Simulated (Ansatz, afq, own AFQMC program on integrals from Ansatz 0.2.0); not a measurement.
# H₃O (doublet): quantum Monte Carlo beside coupled cluster at distance O1–H3 along a hydrogen transfer = 1.057 Å, cc-pVTZ

Aim: compute H₃O (doublet) with auxiliary-field quantum Monte Carlo on the same integrals as coupled cluster, and set the energies side by side.

Computed with Ansatz 0.2.0, Gaussian basis, and an in-house AFQMC program (afq) on its integrals; all values are calculated. Level: cc-pVTZ, frozen cores.

The runs, in order: PBE (unrestricted); r2SCAN (unrestricted); PBE0 (unrestricted); B3LYP (unrestricted); wB97M-V (unrestricted); CCSD(T) on UHF; B2PLYP (unrestricted); CCSDT(Q) on UHF; Phaseless AFQMC, CISD trial on UHF.

## (1) What is computed

The geometry derives from fragments relaxed apart (PBE0/def2-TZVP) and kept rigid, so it is no stationary point. A hydrogen atom is moved between rigid fragments.

4 atoms, charge 0, spin multiplicity 2.

Atoms are counted from 1 here; the program's logs count them from 0.

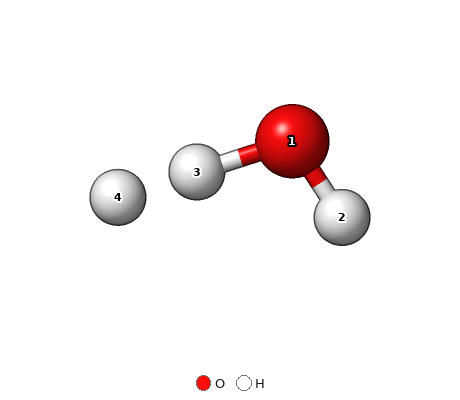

The structure; oxygen red, hydrogen white; atoms are numbered from 1 in the order of the file.

## (2) PBE (unrestricted)

File in.yaml:

```yaml
crystal:
  periodic: [false, false, false]
  atoms:
    - {symbol: O, position_ang: [-0.145109, -0.049094, 0.000000]}
    - {symbol: H, position_ang: [-0.394418, 0.877481, 0.000000]}
    - {symbol: H, position_ang: [0.911891, -0.049094, 0.000000]}
    - {symbol: H, position_ang: [1.785891, -0.049094, 0.000000]}
basis:
  gaussian: {orbitals: cc-pVTZ}
magnetization: {spin_polarized: true, initial_magnetization: 1}
hamiltonian: {xc: {name: PBE}}
output: {orbitals: {seedname: orbitals}}
```

Started as:

```
$ ansatz run in.yaml --threads 1 --pin off --events-out ev --progress --plain --max-ram 8192MiB --backend cpu
```

What it wrote:

```text
Functional definition: PBE
  name "PBE"
  cite "Perdew, Burke & Ernzerhof, Phys. Rev. Lett. 77, 3865 (1996) doi:10.1103/PhysRevLett.77.3865"
  parent pbe
  parameter kappa = 0.804
  parameter beta = 0.06672455060314922
  exchange = pbe_x(kappa = kappa, mu = beta*pi^2/3)
  correlation = pbe_c(beta = beta)
347 factors; their error is unknown
mean field evaluation 1: about -2086.7016 eV, gradient 3.8e1 eV
mean field evaluation 2: about -2062.3629 eV, gradient 8.1e1 eV
mean field evaluation 4: about -2091.1878 eV, gradient 4.6e0 eV
mean field evaluation 8: about -2091.2980 eV, gradient 3.7e-2 eV
mean field evaluation 16: about -2091.2898 eV, gradient 1.0e-5 eV
mean field -2091.28983322 eV, -76.8534838438 hartree, gradient 1.0e-5 eV, S^2 0.753126; 0 other end points of the search recorded, 0 dependent functions left out
reference -2091.28985790 eV, -76.8534847506 hartree; 6, 5 occupied and 66, 67 virtual orbitals, 347 factors
Total energy: -2091.28985790 eV, -76.8534847506 hartree
```

It took 0.73 s on 1 thread of AMD EPYC 7R13 (Zen 3), shared host; peak memory 1.7 GiB.

From the report: ⟨S²⟩ of the determinant 0.753 (pure doublet: 0.75).

## (3) r2SCAN (unrestricted)

Edit in.yaml of step 2 so:

```diff
@@ -10,3 +10,2 @@
 magnetization: {spin_polarized: true, initial_magnetization: 1}
-hamiltonian: {xc: {name: PBE}}
-output: {orbitals: {seedname: orbitals}}
+hamiltonian: {xc: {name: r2SCAN}}
```

Same command.

What it wrote:

```text
Functional definition: r2SCAN
  name "r2SCAN"
  cite "Furness, Kaplan, Ning, Perdew & Sun, J. Phys. Chem. Lett. 11, 8208 (2020) doi:10.1021/acs.jpclett.0c02405"
  cite "Furness, Kaplan, Ning, Perdew & Sun, J. Phys. Chem. Lett. 11, 9248 (2020) doi:10.1021/acs.jpclett.0c03077"
  parent r2scan
  parameter k0 = 0.174
  parameter k1 = 0.065
  parameter a1 = 4.9479
  exchange = r2scan_x(k0 = k0, k1 = k1, a1 = a1)
  correlation = r2scan_c
347 factors; their error is unknown
mean field evaluation 1: about -2088.6003 eV, gradient 3.5e1 eV
mean field evaluation 2: about -2077.5153 eV, gradient 6.3e1 eV
mean field evaluation 4: about -2092.5543 eV, gradient 1.6e0 eV
mean field evaluation 8: about -2092.5594 eV, gradient 2.5e-2 eV
mean field evaluation 16: about -2092.5594 eV, gradient 2.2e-5 eV
mean field -2092.55940231 eV, -76.9001396470 hartree, gradient 2.2e-5 eV, S^2 0.756122; 0 other end points of the search recorded, 0 dependent functions left out
reference -2092.55941078 eV, -76.9001399586 hartree; 6, 5 occupied and 66, 67 virtual orbitals, 347 factors
Total energy: -2092.55941078 eV, -76.9001399586 hartree
```

Run time: 1.1 s. Hardware: 1 thread of AMD EPYC 7R13 (Zen 3), shared host; peak memory 1.7 GiB.

From the report: ⟨S²⟩ of the determinant 0.756 (pure doublet: 0.75).

## (4) PBE0 (unrestricted)

Edit in.yaml of step 3 so:

```diff
@@ -10,2 +10,3 @@
 magnetization: {spin_polarized: true, initial_magnetization: 1}
-hamiltonian: {xc: {name: r2SCAN}}
+hamiltonian: {xc: {name: PBE0}}
+output: {orbitals: {seedname: orbitals}}
```

Same command.

What it wrote:

```text
Functional definition: PBE0
  name "PBE0"
  cite "Adamo & Barone, J. Chem. Phys. 110, 6158 (1999) doi:10.1063/1.478522"
  cite "Perdew, Burke & Ernzerhof, Phys. Rev. Lett. 77, 3865 (1996) doi:10.1103/PhysRevLett.77.3865"
  parent pbe
  parameter a = 0.25
  parameter kappa = 0.804
  parameter beta = 0.06672455060314922
  exchange = (1 - a)*pbe_x(kappa = kappa, mu = beta*pi^2/3) + a*exact_x
  correlation = pbe_c(beta = beta)
347 factors; their error is unknown
mean field evaluation 1: about -2087.8982 eV, gradient 3.2e1 eV
mean field evaluation 2: about -2082.3826 eV, gradient 5.0e1 eV
mean field evaluation 4: about -2091.2320 eV, gradient 6.7e-1 eV
mean field evaluation 8: about -2091.2321 eV, gradient 1.6e-1 eV
mean field evaluation 16: about -2091.2321 eV, gradient 1.4e-5 eV
mean field -2091.23211903 eV, -76.8513628862 hartree, gradient 1.4e-5 eV, S^2 0.756314; 0 other end points of the search recorded, 0 dependent functions left out
reference -2091.23213801 eV, -76.8513635838 hartree; 6, 5 occupied and 66, 67 virtual orbitals, 347 factors
Total energy: -2091.23213801 eV, -76.8513635838 hartree
```

Wall time 0.7 s (1 thread of AMD EPYC 7R13 (Zen 3), shared host); peak memory 1.7 GiB.

From the report: ⟨S²⟩ of the determinant 0.756 (pure doublet: 0.75).

## (5) B3LYP (unrestricted)

Edit in.yaml of step 4 so:

```diff
@@ -10,3 +10,2 @@
 magnetization: {spin_polarized: true, initial_magnetization: 1}
-hamiltonian: {xc: {name: PBE0}}
-output: {orbitals: {seedname: orbitals}}
+hamiltonian: {xc: {name: B3LYP}}
```

The command is unchanged.

What it wrote, cut to the lines that bear on the results:

```text
Functional definition: B3LYP
  name "B3LYP"
  cite "Stephens, Devlin, Chabalowski & Frisch, J. Phys. Chem. 98, 11623 (1994) doi:10.1021/j100096a001"
  cite "Becke, Phys. Rev. A 38, 3098 (1988) doi:10.1103/PhysRevA.38.3098"
  cite "Lee, Yang & Parr, Phys. Rev. B 37, 785 (1988) doi:10.1103/PhysRevB.37.785"
  cite "Vosko, Wilk & Nusair, Can. J. Phys. 58, 1200 (1980) doi:10.1139/p80-159"
[...]
347 factors; their error is unknown
[...]
mean field -2093.70231104 eV, -76.9421407684 hartree, gradient 7.5e-6 eV, S^2 0.755243; 0 other end points of the search recorded, 0 dependent functions left out
reference -2093.70246506 eV, -76.9421464284 hartree; 6, 5 occupied and 66, 67 virtual orbitals, 347 factors
Total energy: -2093.70246506 eV, -76.9421464284 hartree
```

It took 0.67 s on 1 thread of AMD EPYC 7R13 (Zen 3), shared host; peak memory 1.7 GiB.

From the report: ⟨S²⟩ of the determinant 0.755 (pure doublet: 0.75).

## (6) wB97M-V (unrestricted)

Edit in.yaml of step 5 so:

```diff
@@ -10,2 +10,3 @@
 magnetization: {spin_polarized: true, initial_magnetization: 1}
-hamiltonian: {xc: {name: B3LYP}}
+hamiltonian: {xc: {name: wB97M-V}}
+output: {orbitals: {seedname: orbitals}}
```

The command is unchanged.

What it wrote, cut to the lines that bear on the results:

```text
Functional definition: wB97M-V
  name "wB97M-V"
  cite "Mardirossian & Head-Gordon, J. Chem. Phys. 144, 214110 (2016) doi:10.1063/1.4952647"
  cite "Becke, J. Chem. Phys. 107, 8554 (1997) doi:10.1063/1.475007"
  cite "Vydrov & Van Voorhis, J. Chem. Phys. 133, 244103 (2010) doi:10.1063/1.3521275"
  # Of w^i u^j: cxij and so on, Table III.
[...]
  gx(w, u) = 1 - cx + cx01*u + cx10*w
  gss(w, u) = css00 + css04*u^4 + css10*w + css20*w^2 + css43*w^4*u^3
  gos(w, u) = cos00 + cos10*w + (cos20 + cos21*u)*w^2 + (cos60 + cos61*u)*w^6
[...]
      + integral(e_c_pw_mod_opposite_spin*gos(b97_w_opposite, b97_u_opposite)) + vv10(b, c)
347 factors; their error is unknown
90 factors; integrals over basis functions are off by at most 2.3e-5 eV
[...]
mean field -2092.34452228 eV, -76.8922429516 hartree, gradient 3.5e-5 eV, S^2 0.754881; 0 other end points of the search recorded, 0 dependent functions left out
reference -2092.34454945 eV, -76.8922439501 hartree; 6, 5 occupied and 66, 67 virtual orbitals, 347 factors
Total energy: -2092.34454945 eV, -76.8922439501 hartree
```

Run time: 2.1 s. Hardware: 1 thread of AMD EPYC 7R13 (Zen 3), shared host; peak memory 1.7 GiB.

From the report: ⟨S²⟩ of the determinant 0.755 (pure doublet: 0.75).

## (7) CCSD(T) on UHF

Edit in.yaml of step 6 so:

```diff
@@ -10,3 +10,2 @@
 magnetization: {spin_polarized: true, initial_magnetization: 1}
-hamiltonian: {xc: {name: wB97M-V}}
-output: {orbitals: {seedname: orbitals}}
+correlation: {method: ccsd_t, electrons: outside_noble_gas, hamiltonian_folder: ham}
```

Started as:

```
$ ansatz run in.yaml --threads 1 --pin off --events-out ev --progress --plain --max-ram 24576MiB --backend cuda --devices 0, --max-vram 18GiB
```

What it wrote, cut to the lines that bear on the results:

```text
Functional definition: HF
  name "HF"
  cite "Fock, Z. Phys. 61, 126 (1930) doi:10.1007/BF01340294"
  parent pbe
[...]
411 factors; integrals over basis functions are off by at most 1.2e-3 eV
[...]
mean field -2081.98374183 eV, -76.5114912931 hartree, gradient 3.1e-6 eV, S^2 0.775469; 4 other end points of the search recorded, 0 dependent functions left out
determinant -2081.98374183 eV, -76.5114912931 hartree, with singles and doubles -2089.68530306 eV, -76.7945184481 hartree
determinant -2079.79815054 eV, -76.4311722944 hartree, with singles and doubles -2086.94846565 eV, -76.6939415280 hartree
1 core orbitals not correlated: weight in the atoms' cores, before any rotation towards them, 1.000 or more for the frozen orbitals, at most 0.000 for the correlated occupied ones
reference -2081.98374183 eV, -76.5114912931 hartree; 5, 4 occupied and 66, 67 virtual orbitals, 411 factors
second order -7.35943896 eV of doubles, -0.00000000 eV of singles
cycle   1  -7.63718059 eV  change   -7.5e-1 eV  update   1.5e-2
[...]
cycle  10  -7.65681550 eV  change   -1.1e-6 eV  update   2.1e-6
perturbative correction -0.23490132 eV, -0.0086324643 hartree
Total energy: -2089.87545866 eV, -76.8015065373 hartree
```

It took 6 s on 1 × NVIDIA H100 80GB HBM3 with 1 thread of AMD EPYC 7R13 (Zen 3), shared host; peak host memory 1.7 GiB.

From the report: ⟨S²⟩ of the determinant 0.775 (pure doublet: 0.75); correlation -7.8917 eV; T1 0.014; largest double amplitude 0.04.

This run also writes the integrals to the folder ham.

## (8) B2PLYP (unrestricted)

Edit in.yaml of step 7 so:

```diff
@@ -10,2 +10,3 @@
 magnetization: {spin_polarized: true, initial_magnetization: 1}
-correlation: {method: ccsd_t, electrons: outside_noble_gas, hamiltonian_folder: ham}
+hamiltonian: {xc: {name: B2PLYP}}
+correlation: {electrons: outside_noble_gas}
```

Started as:

```
$ ansatz run in.yaml --threads 1 --pin off --events-out ev --progress --plain --max-ram 8192MiB --backend cpu
```

What it wrote, cut to the lines that bear on the results:

```text
Functional definition: B2PLYP
  name "B2PLYP"
  cite "Grimme, J. Chem. Phys. 124, 034108 (2006) doi:10.1063/1.2148954"
  cite "Becke, Phys. Rev. A 38, 3098 (1988) doi:10.1103/PhysRevA.38.3098"
  cite "Lee, Yang & Parr, Phys. Rev. B 37, 785 (1988) doi:10.1103/PhysRevB.37.785"
[...]
411 factors; integrals over basis functions are off by at most 1.2e-3 eV
[...]
mean field -2089.63422753 eV, -76.7926414566 hartree, gradient 7.6e-6 eV, S^2 0.761692; 0 other end points of the search recorded, 0 dependent functions left out
1 core orbitals not correlated: weight in the atoms' cores, before any rotation towards them, 1.000 or more for the frozen orbitals, at most 0.000 for the correlated occupied ones
reference -2089.63432600 eV, -76.7926450754 hartree; 5, 4 occupied and 66, 67 virtual orbitals, 411 factors
second order -8.84123918 eV of doubles, -0.00000000 eV of singles
Total energy: -2092.02146058 eV, -76.8803706531 hartree
```

Wall time 0.82 s (1 thread of AMD EPYC 7R13 (Zen 3), shared host); peak memory 1.7 GiB.

From the report: ⟨S²⟩ of the determinant 0.762 (pure doublet: 0.75).

## (9) CCSDT(Q) on UHF

Edit in.yaml of step 8 so:

```diff
@@ -10,3 +10,2 @@
 magnetization: {spin_polarized: true, initial_magnetization: 1}
-hamiltonian: {xc: {name: B2PLYP}}
-correlation: {electrons: outside_noble_gas}
+correlation: {method: ccsdt_q, electrons: outside_noble_gas}
```

Started as:

```
$ ansatz run in.yaml --threads 1 --pin off --events-out ev --progress --plain --max-ram 24576MiB --backend cuda --devices 0, --max-vram 18GiB
```

What it wrote, cut to the lines that bear on the results:

```text
Functional definition: HF
  name "HF"
  cite "Fock, Z. Phys. 61, 126 (1930) doi:10.1007/BF01340294"
  parent pbe
[...]
871 factors; integrals over basis functions are off by at most 2.0e-7 eV
[...]
mean field -2081.98374751 eV, -76.5114915017 hartree, gradient 3.1e-6 eV, S^2 0.775469; 4 other end points of the search recorded, 0 dependent functions left out
determinant -2081.98374751 eV, -76.5114915017 hartree, with singles and doubles -2089.68533008 eV, -76.7945194408 hartree
determinant -2079.79815431 eV, -76.4311724332 hartree, with singles and doubles -2086.94848809 eV, -76.6939423527 hartree
1 core orbitals not correlated: weight in the atoms' cores, before any rotation towards them, 1.000 or more for the frozen orbitals, at most 0.000 for the correlated occupied ones
reference -2081.98374751 eV, -76.5114915017 hartree; 5, 4 occupied and 66, 67 virtual orbitals, 871 factors
second order -7.35946202 eV of doubles, -0.00000000 eV of singles
cycle   1  -7.42596050 eV  change   -6.6e-2 eV  update   6.2e-2
[...]
cycle  15  -7.89786927 eV  change    3.9e-7 eV  update   8.7e-7
perturbative correction -0.01221125 eV, -0.0004487553 hartree
Total energy: -2089.89382803 eV, -76.8021815993 hartree
```

Run time: 13 s. Hardware: 1 × NVIDIA H100 80GB HBM3 with 1 thread of AMD EPYC 7R13 (Zen 3), shared host; peak host memory 1.7 GiB.

From the report: ⟨S²⟩ of the determinant 0.775 (pure doublet: 0.75); correlation -7.9101 eV; T1 0.014; largest double amplitude 0.05.

## (10) Phaseless AFQMC, CISD trial on UHF

It reads the integrals that the CCSD(T) run on this determinant wrote.

Started as:

```
$ afq ham --method phaseless --trial cisd --walkers 3100 --populations 20 --least-time 60 --time-step 0.005 --steps-per-block 50 --equilibration-blocks 28 --max-blocks 4000 --target-error 0.00018 --factor-cut 1e-05 --start spin_pure --seed 1540 --release-times 0.24,0.51,0.99,1.62,2.4 --release-step 0.03 --release-every 3 --taylor-order 6
```

What it wrote:

```text
orbitals 71  electrons 5 4  factors 411 of 411
reference energy -76.51149129 Eh
CCSD correlation -0.28138282 Eh in 12 cycles, weight of the determinant in the CISD state 0.9267
energy of the start -76.791795 Eh
 block  time / (1/Eh)  mean weight  energy / Eh
     1     0.250  1.0003  -76.793299
     2     0.500  0.9998  -76.797453
     3     0.750  1.0000  -76.798862
     4     1.000  0.9997  -76.800108
     5     1.250  0.9996  -76.801343
     6     1.500  0.9998  -76.801518
     7     1.750  0.9999  -76.801182
     8     2.000  0.9998  -76.801197
     9     2.250  0.9995  -76.801526
    10     2.500  0.9998  -76.801227
    11     2.750  0.9995  -76.803276
    12     3.000  0.9998  -76.802080
    13     3.250  0.9999  -76.801301
    14     3.500  1.0007  -76.802597
    15     3.750  0.9997  -76.801218
    16     4.000  1.0000  -76.802314
    17     4.250  0.9996  -76.801744
    18     4.500  0.9995  -76.801593
    19     4.750  1.0002  -76.801962
    20     5.000  1.0000  -76.802377
    21     5.250  0.9999  -76.802484
    22     5.500  0.9997  -76.801286
    23     5.750  0.9998  -76.801974
    24     6.000  1.0001  -76.802318
    25     6.250  0.9998  -76.803348
    26     6.500  0.9998  -76.802497
    27     6.750  0.9994  -76.802835
    28     7.000  0.9996  -76.802401
    29     7.250  1.0002  -76.802054
    30     7.500  0.9997  -76.801992
    31     7.750  1.0002  -76.801616
    32     8.000  0.9999  -76.801642
    33     8.250  0.9997  -76.802757
    34     8.500  1.0004  -76.801959
    35     8.750  0.9999  -76.801733
    36     9.000  1.0003  -76.801684
    37     9.250  1.0000  -76.802899
    38     9.500  1.0000  -76.801115
    39     9.750  1.0004  -76.801778
    40    10.000  0.9995  -76.801585
    41    10.250  0.9997  -76.802113
    42    10.500  0.9998  -76.801819
    43    10.750  1.0000  -76.803077
    44    11.000  1.0005  -76.801718
    45    11.250  1.0001  -76.801055
    46    11.500  1.0003  -76.803048
    47    11.750  0.9999  -76.801839
    48    12.000  1.0007  -76.801433
    49    12.250  1.0002  -76.801467
    50    12.500  1.0000  -76.802491
    51    12.750  0.9996  -76.801851
    52    13.000  0.9999  -76.801967
    53    13.250  1.0004  -76.802035
    54    13.500  1.0004  -76.801544
    55    13.750  1.0005  -76.801261
    56    14.000  1.0002  -76.801020
    57    14.250  0.9997  -76.802475
    58    14.500  1.0001  -76.802981
    59    14.750  0.9998  -76.801765
    60    15.000  0.9999  -76.801779
    61    15.250  0.9998  -76.801937
    62    15.500  1.0001  -76.805395
    63    15.750  1.0000  -76.803201
    64    16.000  1.0000  -76.801925
    65    16.250  1.0003  -76.801729
    66    16.500  1.0002  -76.803550
    67    16.750  1.0003  -76.803302
    68    17.000  1.0001  -76.802851
    69    17.250  1.0000  -76.802772
    70    17.500  1.0003  -76.802724
    71    17.750  1.0004  -76.801460
    72    18.000  0.9998  -76.802400
    73    18.250  1.0002  -76.801805
    74    18.500  0.9999  -76.801756
    75    18.750  0.9992  -76.801928
    76    19.000  0.9997  -76.801253
    77    19.250  1.0003  -76.802834
    78    19.500  1.0000  -76.800568
error from the spread of 20 populations
released: time / (1/Eh)  energy / Eh  error  mean overlap
  0.24  -76.802185  0.000163  0.9987
  0.51  -76.802332  0.000111  0.9931
  0.99  -76.802093  0.000093  0.9910
  1.62  -76.802053  0.000161  0.9818
  2.40  -76.802132  0.000169  0.9733
energy -76.802099 +/- 0.000134 Eh
```

It took 2 min on 1 × NVIDIA H100 80GB HBM3 with 2 threads of AMD EPYC 7R13 (Zen 3), shared host; peak host memory 1.7 GiB.

Energy -2089.8916 ± 0.0037 eV. Caveats: constraint bias not in the error.

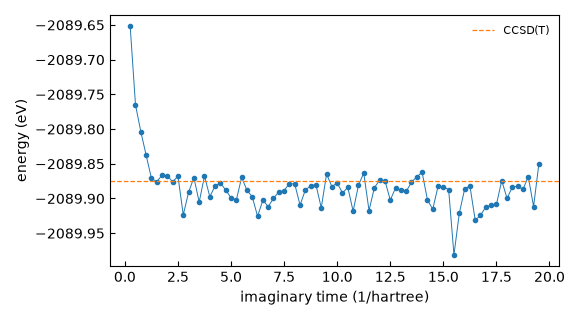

Block energies along the walk.

## (11) All levels side by side

On the UHF determinant, counted from CCSDT(Q) (a yardstick, not exact):

```csv
level,energy (eV),from CCSDT(Q) (kJ/mol),statistical error (kJ/mol),time
HF,-2081.9837,+763.2,,
MP2,-2089.3432,+53.1,,
CCSD,-2089.6406,+24.4,,
CCSD(T),-2089.8755,+1.8,,
CCSDT(Q),-2089.8938,0.0,,
"Phaseless AFQMC, CISD trial, step 0.005, 3100 walkers",-2089.8916,+0.2,0.4,2 min
```

The functionals' totals stand on their own zeros and serve differences with other points: PBE -2091.290 eV; r2SCAN -2092.559 eV; PBE0 -2091.232 eV; B3LYP -2093.702 eV; wB97M-V -2092.345 eV; B2PLYP -2092.021 eV.

## (12) Results

| quantity | value |
| --- | --- |
| CCSD(T) on UHF from CCSDT(Q) | +1.8 kJ/mol |
| Phaseless AFQMC, CISD trial on UHF from CCSDT(Q) | +0.2 ± 0.4 kJ/mol |

**Reading.** On UHF the phaseless walk with the CISD trial lies +0.2 kJ/mol from CCSDT(Q), within three error bars. Error bars are statistical and leave out the constraint, the time step and what remains of the start.
